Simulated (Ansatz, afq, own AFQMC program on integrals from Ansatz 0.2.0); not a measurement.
# SiHCl (triplet): quantum Monte Carlo beside coupled cluster at distance Cl1–H2 along a hydrogen transfer = 1.672 Å, cc-pVTZ

Aim: compute SiHCl (triplet) with auxiliary-field quantum Monte Carlo on the same integrals as coupled cluster, and set the energies side by side.

Method: cc-pVTZ, frozen cores; program: Ansatz 0.2.0, Gaussian basis, and an in-house AFQMC program (afq) on its integrals; all values are calculated.

Plan: CCSD(T) on UHF; PBE (unrestricted); r2SCAN (unrestricted); PBE0 (unrestricted); B3LYP (unrestricted); CCSDT(Q) on UHF; wB97M-V (unrestricted); B2PLYP (unrestricted); Phaseless AFQMC, CISD trial on UHF.

**1. What is computed**

The geometry derives from fragments relaxed apart (PBE0/def2-TZVP) and kept rigid, so it is no stationary point. A hydrogen atom is moved between rigid fragments.

3 atoms, charge 0, spin multiplicity 3.

Atoms are counted from 1 here; the program's logs count them from 0.

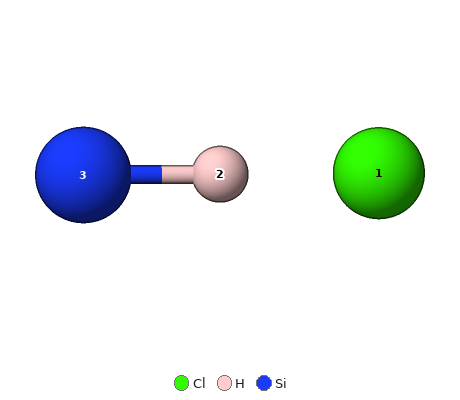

The structure; chlorine green, hydrogen pink, silicon blue; atoms are numbered from 1 in the order of the file.

**2. CCSD(T) on UHF**

Contents of in.yaml:

```yaml
crystal:
  periodic: [false, false, false]
  atoms:
    - {symbol: Cl, position_ang: [0.000000, 0.000000, -1.594667]}
    - {symbol: H, position_ang: [0.000000, 0.000000, 0.077333]}
    - {symbol: Si, position_ang: [0.000000, 0.000000, 1.517333]}
basis:
  gaussian: {orbitals: cc-pVTZ}
magnetization: {spin_polarized: true, initial_magnetization: 2}
correlation: {method: ccsd_t, electrons: outside_noble_gas, hamiltonian_folder: ham}
```

Command:

```console
ansatz run in.yaml --threads 1 --pin off --events-out ev --progress --plain --max-ram 24576MiB --backend cuda --devices 0, --max-vram 18GiB
```

Standard output (excerpt; [...] marks lines left out):

```text
Functional definition: HF
  name "HF"
  cite "Fock, Z. Phys. 61, 126 (1930) doi:10.1007/BF01340294"
  parent pbe
[...]
484 factors; integrals over basis functions are off by at most 1.8e-3 eV
[...]
mean field -20378.89612512 eV, -748.9106192864 hartree, gradient 9.4e-6 eV, S^2 2.033880; 14 other end points of the search recorded, 0 dependent functions left out
determinant -20378.89612512 eV, -748.9106192864 hartree, with singles and doubles -20387.33304133 eV, -749.2206702381 hartree
determinant -20378.06356312 eV, -748.8800231971 hartree, with singles and doubles -20386.04921140 eV, -749.1734903586 hartree
determinant -20377.15167750 eV, -748.8465120186 hartree, with singles and doubles -20386.10179316 eV, -749.1754227027 hartree
determinant -20377.05301615 eV, -748.8428862808 hartree, with singles and doubles -20385.23343717 eV, -749.1435112084 hartree
determinant -20377.01019259 eV, -748.8413125440 hartree, with singles and doubles -20385.19536847 eV, -749.1421122095 hartree
determinant -20376.78155100 eV, -748.8329101208 hartree, with singles and doubles -20384.27460423 eV, -749.1082747480 hartree
determinant -20375.85251137 eV, -748.7987685440 hartree, with singles and doubles -20383.72505047 eV, -749.0880790198 hartree
determinant -20375.79629059 eV, -748.7967024685 hartree, with singles and doubles -20383.57015922 eV, -749.0823868711 hartree
determinant -20375.46681356 eV, -748.7845944109 hartree, with singles and doubles -20383.81044367 eV, -749.0912171619 hartree
10 core orbitals not correlated: weight in the atoms' cores, before any rotation towards them, 1.000 or more for the frozen orbitals, at most 0.000 for the correlated occupied ones
reference -20378.89612512 eV, -748.9106192864 hartree; 7, 5 occupied and 65, 67 virtual orbitals, 484 factors
second order -7.28291332 eV of doubles, -0.00000000 eV of singles
cycle   1  -8.35586419 eV  change   -2.7e-1 eV  update   1.7e-2
[...]
cycle   9  -8.36582026 eV  change    2.0e-6 eV  update   1.5e-5
perturbative correction -0.33757004 eV, -0.0124054702 hartree
Total energy: -20387.59951542 eV, -749.2304629805 hartree
```

Wall time 6 s (1 × NVIDIA H100 80GB HBM3 with 1 thread of AMD EPYC 7R13 (Zen 3), shared host); peak host memory 1.7 GiB.

From the report: ⟨S²⟩ of the determinant 2.034 (pure triplet: 2.00); correlation -8.7034 eV; T1 0.023; largest double amplitude 0.06.

This run also writes the integrals to the folder ham.

**3. PBE (unrestricted)**

Changes to in.yaml since step 2:

```diff
@@ -9,2 +9,3 @@
 magnetization: {spin_polarized: true, initial_magnetization: 2}
-correlation: {method: ccsd_t, electrons: outside_noble_gas, hamiltonian_folder: ham}
+hamiltonian: {xc: {name: PBE}}
+output: {orbitals: {seedname: orbitals}}
```

Command:

```console
ansatz run in.yaml --threads 1 --pin off --events-out ev --progress --plain --max-ram 8192MiB --backend cpu
```

Standard output:

```text
Functional definition: PBE
  name "PBE"
  cite "Perdew, Burke & Ernzerhof, Phys. Rev. Lett. 77, 3865 (1996) doi:10.1103/PhysRevLett.77.3865"
  parent pbe
  parameter kappa = 0.804
  parameter beta = 0.06672455060314922
  exchange = pbe_x(kappa = kappa, mu = beta*pi^2/3)
  correlation = pbe_c(beta = beta)
608 factors; their error is unknown
mean field evaluation 1: about -20402.9571 eV, gradient 1.3e1 eV
mean field evaluation 2: about -20360.4229 eV, gradient 7.0e1 eV
mean field evaluation 4: about -20404.0229 eV, gradient 5.2e0 eV
mean field evaluation 8: about -20404.1717 eV, gradient 9.8e-2 eV
mean field evaluation 16: about -20404.1718 eV, gradient 1.3e-5 eV
mean field evaluation 32: about -20404.1718 eV, gradient 1.6e-5 eV
mean field evaluation 64: about -20395.3418 eV, gradient 2.1e1 eV
mean field -20404.17177710 eV, -749.8394823641 hartree, gradient 1.3e-5 eV, S^2 2.004823; 8 other end points of the search recorded, 0 dependent functions left out
reference -20404.17180650 eV, -749.8394834443 hartree; 17, 15 occupied and 65, 67 virtual orbitals, 608 factors
Total energy: -20404.17180650 eV, -749.8394834443 hartree
```

Wall time 7 s (1 thread of AMD EPYC 7R13 (Zen 3), shared host); peak memory 1.7 GiB.

From the report: ⟨S²⟩ of the determinant 2.005 (pure triplet: 2.00).

**4. r2SCAN (unrestricted)**

Changes to in.yaml since step 3:

```diff
@@ -9,3 +9,2 @@
 magnetization: {spin_polarized: true, initial_magnetization: 2}
-hamiltonian: {xc: {name: PBE}}
-output: {orbitals: {seedname: orbitals}}
+hamiltonian: {xc: {name: r2SCAN}}
```

Launched as before.

Standard output:

```text
Functional definition: r2SCAN
  name "r2SCAN"
  cite "Furness, Kaplan, Ning, Perdew & Sun, J. Phys. Chem. Lett. 11, 8208 (2020) doi:10.1021/acs.jpclett.0c02405"
  cite "Furness, Kaplan, Ning, Perdew & Sun, J. Phys. Chem. Lett. 11, 9248 (2020) doi:10.1021/acs.jpclett.0c03077"
  parent r2scan
  parameter k0 = 0.174
  parameter k1 = 0.065
  parameter a1 = 4.9479
  exchange = r2scan_x(k0 = k0, k1 = k1, a1 = a1)
  correlation = r2scan_c
608 factors; their error is unknown
mean field evaluation 1: about -20410.5622 eV, gradient 1.2e1 eV
mean field evaluation 2: about -20384.3080 eV, gradient 5.5e1 eV
mean field evaluation 4: about -20411.5901 eV, gradient 3.6e0 eV
mean field evaluation 8: about -20411.6449 eV, gradient 1.3e-1 eV
mean field evaluation 16: about -20411.6449 eV, gradient 3.0e-5 eV
mean field evaluation 32: about -20411.6449 eV, gradient 2.3e-4 eV
mean field -20411.64493240 eV, -750.1141157557 hartree, gradient 3.0e-5 eV, S^2 2.010367; 5 other end points of the search recorded, 0 dependent functions left out
reference -20411.64494193 eV, -750.1141161061 hartree; 17, 15 occupied and 65, 67 virtual orbitals, 608 factors
Total energy: -20411.64494193 eV, -750.1141161061 hartree
```

It took 10 s on 1 thread of AMD EPYC 7R13 (Zen 3), shared host; peak memory 1.7 GiB.

From the report: ⟨S²⟩ of the determinant 2.010 (pure triplet: 2.00).

**5. PBE0 (unrestricted)**

Changes to in.yaml since step 4:

```diff
@@ -9,2 +9,3 @@
 magnetization: {spin_polarized: true, initial_magnetization: 2}
-hamiltonian: {xc: {name: r2SCAN}}
+hamiltonian: {xc: {name: PBE0}}
+output: {orbitals: {seedname: orbitals}}
```

The command is unchanged.

Standard output:

```text
Functional definition: PBE0
  name "PBE0"
  cite "Adamo & Barone, J. Chem. Phys. 110, 6158 (1999) doi:10.1063/1.478522"
  cite "Perdew, Burke & Ernzerhof, Phys. Rev. Lett. 77, 3865 (1996) doi:10.1103/PhysRevLett.77.3865"
  parent pbe
  parameter a = 0.25
  parameter kappa = 0.804
  parameter beta = 0.06672455060314922
  exchange = (1 - a)*pbe_x(kappa = kappa, mu = beta*pi^2/3) + a*exact_x
  correlation = pbe_c(beta = beta)
643 factors; their error is unknown
mean field evaluation 1: about -20404.5474 eV, gradient 1.2e1 eV
mean field evaluation 2: about -20401.2030 eV, gradient 2.5e1 eV
mean field evaluation 4: about -20405.6478 eV, gradient 1.5e0 eV
mean field evaluation 8: about -20405.6641 eV, gradient 2.3e-2 eV
mean field evaluation 16: about -20405.7732 eV, gradient 1.7e-5 eV
mean field -20405.77319928 eV, -749.8983335436 hartree, gradient 1.8e-5 eV, S^2 2.008533; 1 other end points of the search recorded, 0 dependent functions left out
reference -20405.77322159 eV, -749.8983343636 hartree; 17, 15 occupied and 65, 67 virtual orbitals, 643 factors
Total energy: -20405.77322159 eV, -749.8983343636 hartree
```

Wall time 2.2 s (1 thread of AMD EPYC 7R13 (Zen 3), shared host); peak memory 1.7 GiB.

From the report: ⟨S²⟩ of the determinant 2.009 (pure triplet: 2.00).

**6. B3LYP (unrestricted)**

Changes to in.yaml since step 5:

```diff
@@ -9,3 +9,2 @@
 magnetization: {spin_polarized: true, initial_magnetization: 2}
-hamiltonian: {xc: {name: PBE0}}
-output: {orbitals: {seedname: orbitals}}
+hamiltonian: {xc: {name: B3LYP}}
```

Same command.

Standard output (excerpt; [...] marks lines left out):

```text
Functional definition: B3LYP
  name "B3LYP"
  cite "Stephens, Devlin, Chabalowski & Frisch, J. Phys. Chem. 98, 11623 (1994) doi:10.1021/j100096a001"
  cite "Becke, Phys. Rev. A 38, 3098 (1988) doi:10.1103/PhysRevA.38.3098"
  cite "Lee, Yang & Parr, Phys. Rev. B 37, 785 (1988) doi:10.1103/PhysRevB.37.785"
  cite "Vosko, Wilk & Nusair, Can. J. Phys. 58, 1200 (1980) doi:10.1139/p80-159"
[...]
632 factors; their error is unknown
[...]
mean field -20414.36092205 eV, -750.2139265346 hartree, gradient 1.8e-5 eV, S^2 2.006090; 2 other end points of the search recorded, 0 dependent functions left out
reference -20414.36111748 eV, -750.2139337164 hartree; 17, 15 occupied and 65, 67 virtual orbitals, 632 factors
Total energy: -20414.36111748 eV, -750.2139337164 hartree
```

Wall time 2.8 s (1 thread of AMD EPYC 7R13 (Zen 3), shared host); peak memory 1.7 GiB.

From the report: ⟨S²⟩ of the determinant 2.006 (pure triplet: 2.00).

**7. CCSDT(Q) on UHF**

Changes to in.yaml since step 6:

```diff
@@ -9,2 +9,2 @@
 magnetization: {spin_polarized: true, initial_magnetization: 2}
-hamiltonian: {xc: {name: B3LYP}}
+correlation: {method: ccsdt_q, electrons: outside_noble_gas}
```

Command:

```console
ansatz run in.yaml --threads 1 --pin off --events-out ev --progress --plain --max-ram 24576MiB --backend cuda --devices 0, --max-vram 18GiB
```

Standard output (excerpt; [...] marks lines left out):

```text
Functional definition: HF
  name "HF"
  cite "Fock, Z. Phys. 61, 126 (1930) doi:10.1007/BF01340294"
  parent pbe
[...]
936 factors; integrals over basis functions are off by at most 2.6e-7 eV
[...]
mean field -20378.89614294 eV, -748.9106199410 hartree, gradient 8.9e-6 eV, S^2 2.033881; 14 other end points of the search recorded, 0 dependent functions left out
determinant -20378.89614294 eV, -748.9106199410 hartree, with singles and doubles -20387.33307310 eV, -749.2206714056 hartree
determinant -20378.06357764 eV, -748.8800237307 hartree, with singles and doubles -20386.04923541 eV, -749.1734912410 hartree
determinant -20377.15169294 eV, -748.8465125860 hartree, with singles and doubles -20386.10180833 eV, -749.1754232599 hartree
determinant -20377.05303502 eV, -748.8428869742 hartree, with singles and doubles -20385.23347179 eV, -749.1435124808 hartree
[...]
determinant -20375.85253157 eV, -748.7987692863 hartree, with singles and doubles -20383.72508170 eV, -749.0880801675 hartree
determinant -20375.79631061 eV, -748.7967032042 hartree, with singles and doubles -20383.57019008 eV, -749.0823880053 hartree
determinant -20375.46683307 eV, -748.7845951277 hartree, with singles and doubles -20383.81047383 eV, -749.0912182702 hartree
10 core orbitals not correlated: weight in the atoms' cores, before any rotation towards them, 1.000 or more for the frozen orbitals, at most 0.000 for the correlated occupied ones
reference -20378.89614294 eV, -748.9106199410 hartree; 7, 5 occupied and 65, 67 virtual orbitals, 936 factors
second order -7.28293366 eV of doubles, -0.00000000 eV of singles
cycle   1  -8.02367183 eV  change   -7.4e-1 eV  update   9.1e-2
[...]
cycle  21  -8.74724014 eV  change    2.9e-7 eV  update   1.2e-6
perturbative correction -0.01793221 eV, -0.0006589964 hartree
Total energy: -20387.66131528 eV, -749.2327340834 hartree
```

It took 17 s on 1 × NVIDIA H100 80GB HBM3 with 1 thread of AMD EPYC 7R13 (Zen 3), shared host; peak host memory 1.7 GiB.

From the report: ⟨S²⟩ of the determinant 2.034 (pure triplet: 2.00); correlation -8.7652 eV; T1 0.025; largest double amplitude 0.07.

**8. wB97M-V (unrestricted)**

Changes to in.yaml since step 7:

```diff
@@ -9,2 +9,3 @@
 magnetization: {spin_polarized: true, initial_magnetization: 2}
-correlation: {method: ccsdt_q, electrons: outside_noble_gas}
+hamiltonian: {xc: {name: wB97M-V}}
+output: {orbitals: {seedname: orbitals}}
```

Command:

```console
ansatz run in.yaml --threads 1 --pin off --events-out ev --progress --plain --max-ram 8192MiB --backend cpu
```

Standard output (excerpt; [...] marks lines left out):

```text
Functional definition: wB97M-V
  name "wB97M-V"
  cite "Mardirossian & Head-Gordon, J. Chem. Phys. 144, 214110 (2016) doi:10.1063/1.4952647"
  cite "Becke, J. Chem. Phys. 107, 8554 (1997) doi:10.1063/1.475007"
  cite "Vydrov & Van Voorhis, J. Chem. Phys. 133, 244103 (2010) doi:10.1063/1.3521275"
  # Of w^i u^j: cxij and so on, Table III.
[...]
  gx(w, u) = 1 - cx + cx01*u + cx10*w
  gss(w, u) = css00 + css04*u^4 + css10*w + css20*w^2 + css43*w^4*u^3
  gos(w, u) = cos00 + cos10*w + (cos20 + cos21*u)*w^2 + (cos60 + cos61*u)*w^6
[...]
      + integral(e_c_pw_mod_opposite_spin*gos(b97_w_opposite, b97_u_opposite)) + vv10(b, c)
620 factors; their error is unknown
114 factors; integrals over basis functions are off by at most 1.3e-4 eV
[...]
mean field -20411.85030916 eV, -750.1216632125 hartree, gradient 6.4e-5 eV, S^2 2.005856; 1 other end points of the search recorded, 0 dependent functions left out
reference -20411.85034009 eV, -750.1216643493 hartree; 17, 15 occupied and 65, 67 virtual orbitals, 620 factors
Total energy: -20411.85034009 eV, -750.1216643493 hartree
```

Run time: 7 s. Hardware: 1 thread of AMD EPYC 7R13 (Zen 3), shared host; peak memory 1.7 GiB.

From the report: ⟨S²⟩ of the determinant 2.006 (pure triplet: 2.00).

**9. B2PLYP (unrestricted)**

Changes to in.yaml since step 8:

```diff
@@ -9,3 +9,3 @@
 magnetization: {spin_polarized: true, initial_magnetization: 2}
-hamiltonian: {xc: {name: wB97M-V}}
-output: {orbitals: {seedname: orbitals}}
+hamiltonian: {xc: {name: B2PLYP}}
+correlation: {electrons: outside_noble_gas}
```

Launched as before.

Standard output (excerpt; [...] marks lines left out):

```text
Functional definition: B2PLYP
  name "B2PLYP"
  cite "Grimme, J. Chem. Phys. 124, 034108 (2006) doi:10.1063/1.2148954"
  cite "Becke, Phys. Rev. A 38, 3098 (1988) doi:10.1103/PhysRevA.38.3098"
  cite "Lee, Yang & Parr, Phys. Rev. B 37, 785 (1988) doi:10.1103/PhysRevB.37.785"
[...]
484 factors; integrals over basis functions are off by at most 1.8e-3 eV
[...]
mean field -20403.94236048 eV, -749.8310514589 hartree, gradient 2.6e-6 eV, S^2 2.014582; 2 other end points of the search recorded, 0 dependent functions left out
10 core orbitals not correlated: weight in the atoms' cores, before any rotation towards them, 1.000 or more for the frozen orbitals, at most 0.000 for the correlated occupied ones
reference -20403.94248570 eV, -749.8310560606 hartree; 7, 5 occupied and 65, 67 virtual orbitals, 484 factors
second order -9.11082273 eV of doubles, -0.00000000 eV of singles
Total energy: -20406.40240784 eV, -749.9214565318 hartree
```

Run time: 3.4 s. Hardware: 1 thread of AMD EPYC 7R13 (Zen 3), shared host; peak memory 1.7 GiB.

From the report: ⟨S²⟩ of the determinant 2.015 (pure triplet: 2.00).

**10. Phaseless AFQMC, CISD trial on UHF**

It reads the integrals that the CCSD(T) run on this determinant wrote.

Command:

```console
afq ham --method phaseless --trial cisd --walkers 2700 --populations 20 --least-time 60 --time-step 0.005 --steps-per-block 50 --equilibration-blocks 28 --max-blocks 4000 --target-error 0.00021 --factor-cut 1e-05 --start spin_pure --seed 7350 --release-times 0.24,0.51,0.99,1.62,2.4 --release-step 0.03 --release-every 3 --taylor-order 6
```

Standard output:

```text
orbitals 72  electrons 7 5  factors 467 of 484
reference energy -748.91061929 Eh
CCSD correlation -0.30743843 Eh in 13 cycles, weight of the determinant in the CISD state 0.8474
energy of the start -749.216638 Eh
 block  time / (1/Eh)  mean weight  energy / Eh
     1     0.250  0.9996  -749.212981
     2     0.500  1.0000  -749.217135
     3     0.750  0.9999  -749.220408
     4     1.000  0.9996  -749.223657
     5     1.250  0.9999  -749.225779
     6     1.500  1.0003  -749.227320
     7     1.750  0.9998  -749.228419
     8     2.000  1.0003  -749.229598
     9     2.250  0.9999  -749.230341
    10     2.500  1.0000  -749.230639
    11     2.750  1.0000  -749.229787
    12     3.000  1.0001  -749.230253
    13     3.250  0.9998  -749.231184
    14     3.500  0.9998  -749.231908
    15     3.750  1.0003  -749.231689
    16     4.000  0.9999  -749.231319
    17     4.250  1.0003  -749.232197
    18     4.500  0.9999  -749.232939
    19     4.750  1.0001  -749.232273
    20     5.000  1.0000  -749.232177
    21     5.250  0.9998  -749.231399
    22     5.500  1.0000  -749.231862
    23     5.750  0.9995  -749.231856
    24     6.000  0.9998  -749.232196
    25     6.250  0.9999  -749.232157
    26     6.500  1.0000  -749.232514
    27     6.750  1.0003  -749.231840
    28     7.000  0.9998  -749.231445
    29     7.250  0.9994  -749.231101
    30     7.500  1.0001  -749.231523
    31     7.750  0.9998  -749.231865
    32     8.000  0.9995  -749.232007
    33     8.250  1.0002  -749.231759
    34     8.500  1.0002  -749.232080
    35     8.750  1.0002  -749.231837
    36     9.000  1.0002  -749.231861
    37     9.250  1.0001  -749.231769
    38     9.500  1.0003  -749.232604
    39     9.750  1.0000  -749.232022
    40    10.000  1.0001  -749.231791
    41    10.250  1.0005  -749.231987
    42    10.500  1.0000  -749.231352
    43    10.750  0.9999  -749.232204
    44    11.000  1.0000  -749.231188
    45    11.250  1.0001  -749.231214
    46    11.500  1.0004  -749.231843
    47    11.750  1.0003  -749.231524
    48    12.000  1.0003  -749.232858
    49    12.250  0.9999  -749.231330
    50    12.500  1.0006  -749.232264
    51    12.750  0.9998  -749.231013
    52    13.000  1.0000  -749.231654
    53    13.250  1.0001  -749.231083
    54    13.500  1.0000  -749.231391
    55    13.750  1.0002  -749.231335
    56    14.000  0.9999  -749.231741
    57    14.250  0.9998  -749.231608
    58    14.500  0.9994  -749.232752
    59    14.750  1.0001  -749.232090
    60    15.000  1.0000  -749.232049
    61    15.250  0.9997  -749.231429
    62    15.500  0.9997  -749.231120
    63    15.750  0.9997  -749.231580
    64    16.000  1.0003  -749.230858
    65    16.250  0.9998  -749.231030
    66    16.500  1.0002  -749.231404
    67    16.750  1.0000  -749.231228
    68    17.000  0.9996  -749.231265
    69    17.250  1.0000  -749.232768
    70    17.500  1.0000  -749.232686
    71    17.750  0.9996  -749.233054
    72    18.000  0.9999  -749.233044
    73    18.250  0.9999  -749.233607
    74    18.500  0.9997  -749.231826
    75    18.750  0.9997  -749.232080
    76    19.000  1.0000  -749.231594
    77    19.250  1.0000  -749.231592
    78    19.500  0.9998  -749.232010
error from the spread of 20 populations
released: time / (1/Eh)  energy / Eh  error  mean overlap
  0.24  -749.232109  0.000221  0.9949
  0.51  -749.226503  0.005646  0.9909
  0.99  -749.232617  0.000173  0.9855
  1.62  -749.232977  0.000210  0.9734
  2.40  -749.232835  0.000263  0.9643
energy -749.231817 +/- 0.000193 Eh
```

Run time: 65 s. Hardware: 1 × NVIDIA H100 80GB HBM3 with 2 threads of AMD EPYC 7R13 (Zen 3), shared host; peak host memory 1.7 GiB.

Energy -20387.6364 ± 0.0053 eV. Caveats: constraint bias not in the error.

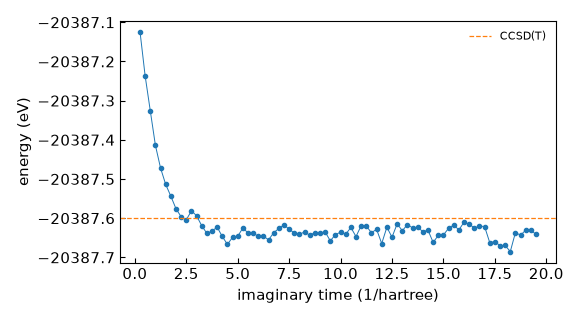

Block energies along the walk.

**11. All levels side by side**

On the UHF determinant, counted from CCSDT(Q) (a yardstick, not exact):

| level | energy (eV) | from CCSDT(Q) (kcal/mol) | statistical error (kcal/mol) | time |
| --- | --- | --- | --- | --- |
| HF | -20378.8961 | +202.13 |  |  |
| MP2 | -20386.1790 | +34.18 |  |  |
| CCSD | -20387.2619 | +9.21 |  |  |
| CCSD(T) | -20387.5995 | +1.43 |  |  |
| CCSDT(Q) | -20387.6613 | 0.00 |  |  |
| Phaseless AFQMC, CISD trial, step 0.005, 2700 walkers | -20387.6364 | +0.58 | 0.12 | 65 s |

The functionals' totals stand on their own zeros and serve differences with other points: PBE -20404.172 eV; r2SCAN -20411.645 eV; PBE0 -20405.773 eV; B3LYP -20414.361 eV; wB97M-V -20411.850 eV; B2PLYP -20406.402 eV.

**12. What came out**

| quantity | value |
| --- | --- |
| CCSD(T) on UHF from CCSDT(Q) | +1.43 kcal/mol |
| Phaseless AFQMC, CISD trial on UHF from CCSDT(Q) | +0.58 ± 0.12 kcal/mol |

What this shows: On UHF the phaseless walk with the CISD trial lies +0.58 kcal/mol from CCSDT(Q), 5 times its error bar. Error bars are statistical and leave out the constraint, the time step and what remains of the start.
